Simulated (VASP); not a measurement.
Band structure of RuAu₃ (space group Fm-3m). All values below come from PBE GGA, VASP's PBE PAW potentials (set 64) (plane waves; VASP).

Unless said otherwise, spin-orbit coupling is left out, though it shifts the bands of the heavy elements here.

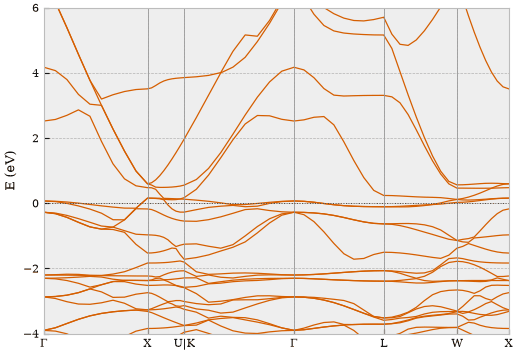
Bands along high-symmetry lines, zero at the valence-band maximum or, without a gap, the Fermi level

Question: Read the plot: is there a gap, and where are the band edges?

Answer: It has no gap at this level: it comes out as a metal or semimetal.

The structure was generated: RuAu3 was put into an ordered model structure, which need not be its known phase. The cell was not relaxed at this level. The electron count is odd and the run is not spin-polarised, which forces a metal.
